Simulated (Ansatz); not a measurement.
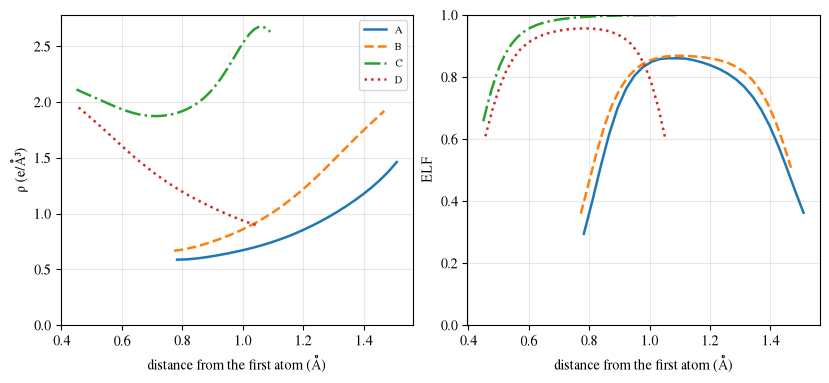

Figure 1: CH$_{3}$BrClSi (doublet). Electron density and ELF along straight lines between neighbouring atoms. The curves leave out the atomic cores.

Geometry: PBE0-D3(BJ)/pcseg-1.

These are results of isolated molecule in a Gaussian basis; Kohn-Sham density functional theory, functional PBE0 in Ansatz 0.2.0, not measurements.

```xyz
7

C    -1.6379    1.3580    0.2162
Br    1.4634    1.1812    1.4129
Cl   -1.2133   -0.7504    2.5549
Si   -0.4389    0.1405    0.8662
H    -2.2804    1.9464    0.8728
H    -1.6933    1.5946   -0.8480
H    -0.0935   -0.9191   -0.1093
```

**Which curve belongs to which contact (C–H, C–Si, Si–Br and Si–Cl)? The first atom named is at distance zero.**

Curve A: Si–Br (2.24 Å): the density is about 0.76 e/Å³ at the midpoint; the ELF peaks at about 0.85 between the atoms, as expected for a polar covalent bond. Curve B: Si–Cl (2.06 Å): ρ is about 0.9 e/Å³ halfway; the ELF peaks at about 0.85 between the atoms (a polar covalent bond). Curve C: C–H (1.09 Å): the density is about 2 e/Å³ at the midpoint; the ELF climbs to about 1 towards the hydrogen, as it does in any bond to H (an ordinary covalent bond to hydrogen). Curve D: C–Si (1.83 Å): ρ at the midpoint is about 1 e/Å³; the ELF peaks at about 0.95 between the atoms; localised, covalent bonding.
